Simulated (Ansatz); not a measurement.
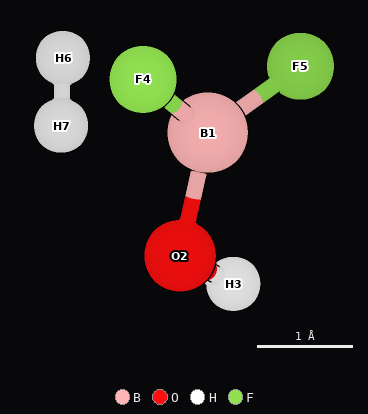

**Figure 1.** The starting structure (ball-and-stick view, seen at an oblique angle; atoms are numbered from 1 in the order of the input).

Geometry relaxation of BH3OF2

- system: BH3OF2
- method: RKS PBE0-D4/cc-pVDZ (Ansatz 0.2.0)

It belongs to a series of runs on one base structure; here: end point A relaxed. Figures and captions count atoms from 1; the log counts them from 0 in places.

### Output
```
The last accepted step is kept in [file] (removed where the run ends without a failure and the disk answers)
Engine: ansatz 0.2.0, aarch64-unknown-linux-gnu
Functional definition: PBE0
  parameter a = 0.25
  parameter kappa = 0.804
  parameter beta = 0.06672455060314922
  exchange = (1 - a)*pbe_x(kappa = kappa, mu = beta*pi^2/3) + a*exact_x
  correlation = pbe_c(beta = beta)
718 factors; integrals over basis functions are off by at most 4.2e-4 eV
mean field evaluation 1: about -8197.8394 eV, gradient 4.9e1 eV
mean field evaluation 2: about -8194.3928 eV, gradient 6.7e1 eV
mean field evaluation 4: about -8201.6192 eV, gradient 2.1e0 eV
mean field evaluation 8: about -8201.6796 eV, gradient 5.5e-2 eV
mean field -8201.67960943 eV, -301.4061663484 hartree, gradient 1.3e-5 eV, S^2 0.000000; 0 other end points of the search recorded, 0 dependent functions left out
the calculation of the forces begins
reference -8201.67962912 eV, -301.4061670722 hartree; 17, 17 occupied and 54, 54 virtual orbitals, 718 factors
relax step   1: F+E_penalty+E_count = -8201.74512080 eV  Δ(F+E_penalty+E_count) = +0.000e0 eV  max|allowed force component| = 1.426e0 eV/Å  Δτ_max = 0.0000 Å  (25 SCF iters, accepted)
these checks for a lower state are left out or cut short: starts, cluster_reference, orbital_swaps, neighbouring_geometries, increment
718 factors; integrals over basis functions are off by at most 3.9e-4 eV
mean field evaluation 16: about -8201.6574 eV, gradient 4.5e0 eV
mean field -8201.79984892 eV, -301.4105850682 hartree, gradient 1.5e-5 eV, S^2 0.000000; 0 other end points of the search recorded, 0 dependent functions left out
the calculation of the forces begins
reference -8201.79986908 eV, -301.4105858091 hartree; 17, 17 occupied and 54, 54 virtual orbitals, 718 factors
relax step   2: F+E_penalty+E_count = -8201.86422119 eV  Δ(F+E_penalty+E_count) = -1.191e-1 eV  max|allowed force component| = 5.829e-1 eV/Å  Δτ_max = 0.1970 Å  (29 SCF iters, accepted)
these checks for a lower state are left out or cut short: starts, cluster_reference, orbital_swaps, neighbouring_geometries, increment
718 factors; integrals over basis functions are off by at most 3.9e-4 eV
mean field -8201.82089313 eV, -301.4113584288 hartree, gradient 1.3e-5 eV, S^2 0.000000; 0 other end points of the search recorded, 0 dependent functions left out
the calculation of the forces begins
reference -8201.82091370 eV, -301.4113591848 hartree; 17, 17 occupied and 54, 54 virtual orbitals, 718 factors
relax step   3: F+E_penalty+E_count = -8201.88374114 eV  Δ(F+E_penalty+E_count) = -1.952e-2 eV  max|allowed force component| = 3.995e-1 eV/Å  Δτ_max = 0.1743 Å  (28 SCF iters, accepted)
these checks for a lower state are left out or cut short: starts, cluster_reference, orbital_swaps, neighbouring_geometries, increment
718 factors; integrals over basis functions are off by at most 3.9e-4 eV
mean field evaluation 32: about -8201.8284 eV, gradient 2.9e-1 eV
mean field -8201.82856234 eV, -301.4116402668 hartree, gradient 1.3e-5 eV, S^2 0.000000; 0 other end points of the search recorded, 0 dependent functions left out
the calculation of the forces begins
reference -8201.82858325 eV, -301.4116410352 hartree; 17, 17 occupied and 54, 54 virtual orbitals, 718 factors
relax step   4: F+E_penalty+E_count = -8201.89026426 eV  Δ(F+E_penalty+E_count) = -6.523e-3 eV  max|allowed force component| = 1.477e-1 eV/Å  Δτ_max = 0.1133 Å  (28 SCF iters, accepted)
these checks for a lower state are left out or cut short: starts, cluster_reference, orbital_swaps, neighbouring_geometries, increment
718 factors; integrals over basis functions are off by at most 3.9e-4 eV
mean field -8201.83017747 eV, -301.4116996219 hartree, gradient 1.3e-5 eV, S^2 0.000000; 0 other end points of the search recorded, 0 dependent functions left out
the calculation of the forces begins
reference -8201.83019836 eV, -301.4117003897 hartree; 17, 17 occupied and 54, 54 virtual orbitals, 718 factors
relax step   5: F+E_penalty+E_count = -8201.89185995 eV  Δ(F+E_penalty+E_count) = -1.596e-3 eV  max|allowed force component| = 6.895e-2 eV/Å  Δτ_max = 0.0081 Å  (29 SCF iters, accepted)
these checks for a lower state are left out or cut short: starts, cluster_reference, orbital_swaps, neighbouring_geometries, increment
718 factors; integrals over basis functions are off by at most 3.9e-4 eV
mean field -8201.83044042 eV, -301.4117092852 hartree, gradient 1.3e-5 eV, S^2 0.000000; 0 other end points of the search recorded, 0 dependent functions left out
the calculation of the forces begins
reference -8201.83046137 eV, -301.4117100548 hartree; 17, 17 occupied and 54, 54 virtual orbitals, 718 factors
relax step   6: F+E_penalty+E_count = -8201.89209293 eV  Δ(F+E_penalty+E_count) = -2.330e-4 eV  max|allowed force component| = 9.786e-2 eV/Å  Δτ_max = 0.0222 Å  (29 SCF iters, accepted)
these checks for a lower state are left out or cut short: starts, cluster_reference, orbital_swaps, neighbouring_geometries, increment
718 factors; integrals over basis functions are off by at most 3.9e-4 eV
mean field -8201.83135073 eV, -301.4117427384 hartree, gradient 1.3e-5 eV, S^2 0.000000; 0 other end points of the search recorded, 0 dependent functions left out
the calculation of the forces begins
reference -8201.83137163 eV, -301.4117435065 hartree; 17, 17 occupied and 54, 54 virtual orbitals, 718 factors
relax step   7: F+E_penalty+E_count = -8201.89301617 eV  Δ(F+E_penalty+E_count) = -9.232e-4 eV  max|allowed force component| = 1.948e-2 eV/Å  Δτ_max = 0.0323 Å  (29 SCF iters, accepted)
718 factors; integrals over basis functions are off by at most 3.9e-4 eV
mean field evaluation 64: about -8201.7771 eV, gradient 3.8e-1 eV
```

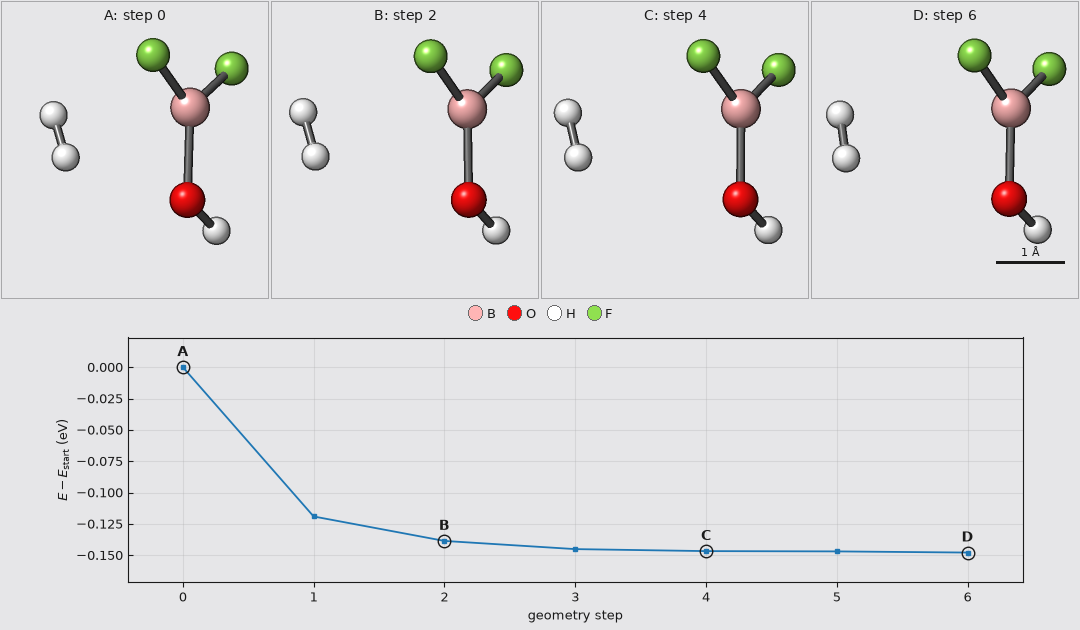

**Figure 2.** Frames of the relaxation (ball-and-stick view, seen at a tilt) above the curves, on which the letters mark them (the first geometry is step 0 here and step 1 in the log).

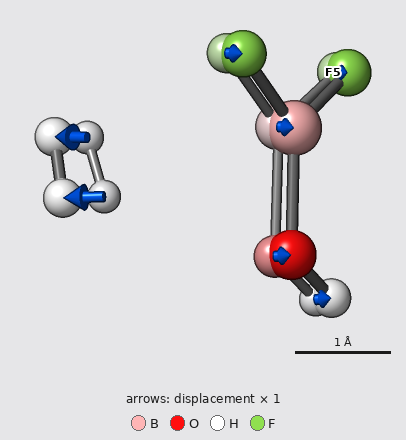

**Figure 3.** Start (faint) and end (solid) with the displacements as blue arrows, at true length (ball-and-stick view, seen at a tilt). The two geometries are laid on each other by the best rigid fit. H7 moves most after the best rigid fit: 0.47 Å. By element the largest moves are H 0.47 Å, O 0.20 Å, F 0.20 Å, B 0.19 Å. Among the contacts that change: H6–H7 0.719 → 0.762 Å, B1–O2 1.376 → 1.347 Å. After 6 geometry steps the energy has fallen by 0.148 eV. Largest force component: 1.4 eV/Å at the start, 0.019 eV/Å at the end. (Atoms are counted from 1 in the order of the input.)

```
mean field -8201.83135073 eV, -301.4117427384 hartree, gradient 1.3e-5 eV, S^2 0.000000; 1 other end points of the search recorded, 0 dependent functions left out
the calculation of the forces begins
reference -8201.83137163 eV, -301.4117435065 hartree; 17, 17 occupied and 54, 54 virtual orbitals, 718 factors
Total energy: -8201.89303707 eV, -301.4140096696 hartree
Atom 0 at    -0.045307    -0.439117     0.153112 Å, force    -0.003904     0.001202     0.019479 eV/Å
Atom 1 at    -0.026709    -0.672013     1.479577 Å, force     0.006286    -0.003537    -0.008866 eV/Å
Atom 2 at    -0.913369    -0.643783     1.857774 Å, force     0.001968     0.004085    -0.008438 eV/Å
Atom 3 at     1.094016    -0.440587    -0.527370 Å, force    -0.001778    -0.005666    -0.000392 eV/Å
Atom 4 at    -1.180472    -0.212711    -0.515693 Å, force     0.001186     0.002395    -0.002675 eV/Å
Atom 5 at     0.035162     2.534089     0.626426 Å, force    -0.002493    -0.000225     0.002210 eV/Å
Atom 6 at     0.248379     2.154922     1.251775 Å, force    -0.001265     0.001745    -0.001318 eV/Å
Dipole moment:    -0.313517     0.000671     0.290425 e Å
```

### Trajectory as extended XYZ (Å, eV, eV/Å), 7 frames, from step=1 to step=7
```
7
Properties=species:S:1:pos:R:3:forces:R:3 step=1 energy=-8201.74512
B    -0.0294   -0.2511    0.1630   -0.0179  -0.3443   1.0792
O    -0.0014   -0.4858    1.5186   -0.0307  -0.0877  -0.9765
H    -0.8892   -0.4685    1.8962   -0.0015  -0.0243  -0.0496
F     1.1101   -0.2423   -0.5107    0.0442  -0.0004  -0.0293
F    -1.1699   -0.0794   -0.5066   -0.0265   0.0072   0.0047
H     0.0486    2.1052    0.5885   -0.2200   1.1546  -1.4256
H     0.1429    1.7027    1.1766    0.2525  -0.7051   1.3971
7
Properties=species:S:1:pos:R:3:forces:R:3 step=2 energy=-8201.86422
B    -0.0359   -0.3274    0.1749    0.0006  -0.0721   0.5829
O    -0.0136   -0.6109    1.5071   -0.0678   0.0959  -0.5631
H    -0.8998   -0.5615    1.8866    0.0223  -0.0520  -0.0233
F     1.1059   -0.2891   -0.4967    0.0202  -0.0665  -0.0425
F    -1.1721   -0.0913   -0.4868    0.0106  -0.0443   0.0179
H     0.0592    2.3006    0.5657   -0.0163   0.0817  -0.0624
H     0.1679    1.8605    1.1747    0.0304   0.0572   0.0906
7
Properties=species:S:1:pos:R:3:forces:R:3 step=3 energy=-8201.88374
B    -0.0411   -0.3759    0.1714   -0.0083  -0.3995   0.1758
O    -0.0212   -0.6737    1.4914   -0.0682   0.2156  -0.2137
H    -0.9078   -0.6269    1.8704    0.0379  -0.0412  -0.0081
F     1.0973   -0.3729   -0.5096    0.0122   0.0875  -0.0064
F    -1.1796   -0.1605   -0.4950    0.0233   0.1109   0.0362
H     0.0705    2.4612    0.5887    0.0118  -0.0721   0.0951
H     0.1936    2.0296    1.2082   -0.0086   0.0987  -0.0790
7
Properties=species:S:1:pos:R:3:forces:R:3 step=4 energy=-8201.89026
B    -0.0477   -0.4415    0.1611    0.0474   0.1046   0.0688
O    -0.0254   -0.7062    1.4832   -0.0838   0.0340  -0.0665
H    -0.9124   -0.6599    1.8614    0.0426  -0.0391  -0.0026
F     1.0937   -0.4103   -0.5158   -0.0331  -0.0577  -0.0198
F    -1.1839   -0.1945   -0.4993    0.0274  -0.0393   0.0092
H     0.0763    2.5544    0.6024    0.0239  -0.1089   0.1477
H     0.2111    2.1388    1.2326   -0.0244   0.1064  -0.1368
7
Properties=species:S:1:pos:R:3:forces:R:3 step=5 energy=-8201.89186
B    -0.0471   -0.4366    0.1603    0.0387  -0.0038   0.0305
O    -0.0251   -0.6990    1.4820   -0.0690   0.0488  -0.0234
H    -0.9125   -0.6591    1.8599    0.0405  -0.0284  -0.0034
F     1.0929   -0.4175   -0.5192   -0.0201  -0.0159  -0.0136
F    -1.1841   -0.2012   -0.5022    0.0108   0.0020   0.0014
H     0.0744    2.5504    0.6074   -0.0008  -0.0280   0.0286
H     0.2133    2.1438    1.2375   -0.0002   0.0253  -0.0201
7
Properties=species:S:1:pos:R:3:forces:R:3 step=6 energy=-8201.89209
B    -0.0448   -0.4363    0.1599   -0.0327   0.0507  -0.0221
O    -0.0269   -0.6770    1.4841    0.0979  -0.0555  -0.0166
H    -0.9141   -0.6761    1.8577   -0.0788   0.0350   0.0320
F     1.0920   -0.4379   -0.5240    0.0252  -0.0072   0.0065
F    -1.1790   -0.1939   -0.5051   -0.0098  -0.0225  -0.0049
H     0.0553    2.5479    0.6125   -0.0066  -0.0006  -0.0070
H     0.2292    2.1541    1.2405    0.0049   0.0001   0.0122
7
Properties=species:S:1:pos:R:3:forces:R:3 step=7 energy=-8201.89302
B    -0.0453   -0.4391    0.1531   -0.0039   0.0012   0.0195
O    -0.0267   -0.6720    1.4796    0.0063  -0.0035  -0.0089
H    -0.9134   -0.6438    1.8578    0.0020   0.0041  -0.0084
F     1.0940   -0.4406   -0.5274   -0.0018  -0.0057  -0.0004
F    -1.1805   -0.2127   -0.5157    0.0012   0.0024  -0.0027
H     0.0352    2.5341    0.6264   -0.0025  -0.0002   0.0022
H     0.2484    2.1549    1.2518   -0.0013   0.0017  -0.0013
```

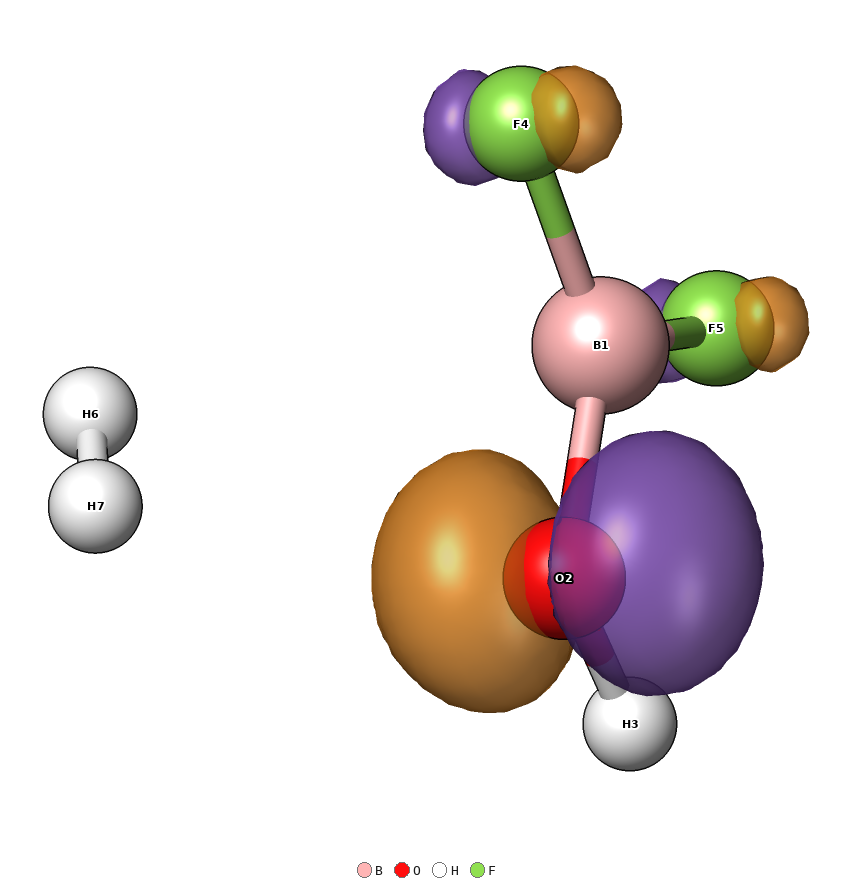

**Figure 4.** The HOMO at ±0.3 Å⁻³ᐟ² (orange and purple are the two phases), seen at a tilt. Its energy is −10.38 eV.

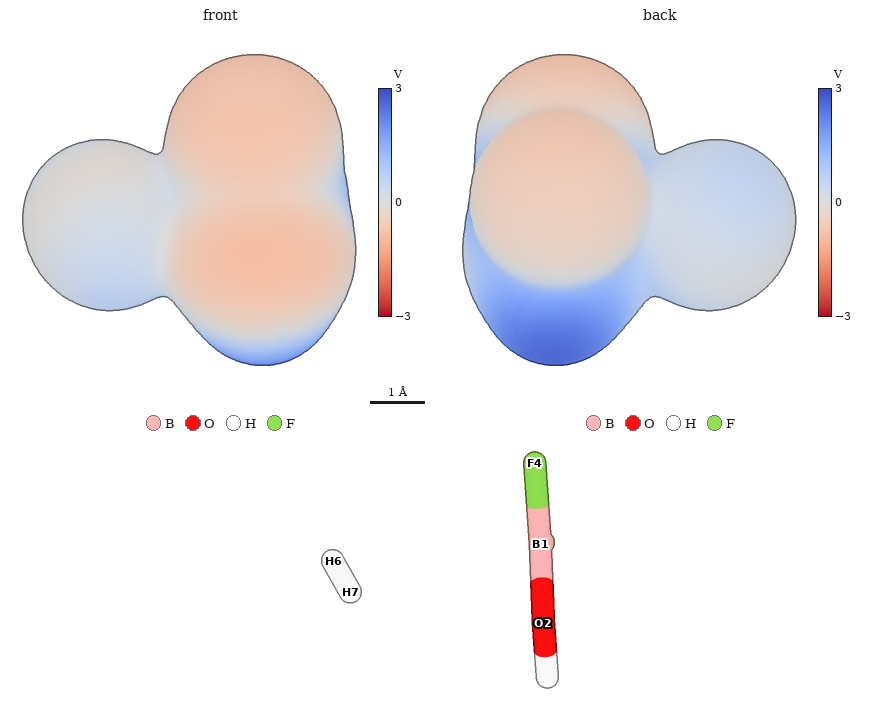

**Figure 5.** The molecular electrostatic potential painted on the density surface at 0.001 e/bohr³, seen face on and from behind; the colour scale runs from red (negative) to blue (positive). The bare structure is drawn below in the same view.

This output came from the following input.

### The input
```yaml
crystal:
  periodic: [false, false, false]
  atoms:
    - { symbol: B, position_ang: [-0.029426, -0.251121, 0.16299] }
    - { symbol: O, position_ang: [-0.001406, -0.485754, 1.518623] }
    - { symbol: H, position_ang: [-0.889182, -0.468538, 1.896195] }
    - { symbol: F, position_ang: [1.110148, -0.242261, -0.510699] }
    - { symbol: F, position_ang: [-1.16994, -0.079443, -0.506597] }
    - { symbol: H, position_ang: [0.048573, 2.105195, 0.588506] }
    - { symbol: H, position_ang: [0.142933, 1.702723, 1.176582] }
basis:
  gaussian: { orbitals: cc-pVDZ }
hamiltonian:
  xc: pbe0
  dispersion: d4
relax:
  f_tol: 0.03
  max_steps: 50
output:
  orbitals: {}
```

Launched with:
```bash
ansatz run input.yaml --threads 1 --pin off --max-ram 2048MiB --backend cpu --events-out ev --progress --plain --runs-dir out
```

### Key numbers

| quantity | value |
| --- | --- |
| outcome | converged |
| total energy | −8201.8930 eV |
| mean-field energy | −8201.8314 eV |
| largest force (length of the vector) at the end | 0.020 eV/Å |
| hardware | 1 thread of Arm Neoverse V2, 24 GiB of memory available, shared host |
| wall time | 14 s |
| peak memory | 0.14 GiB |
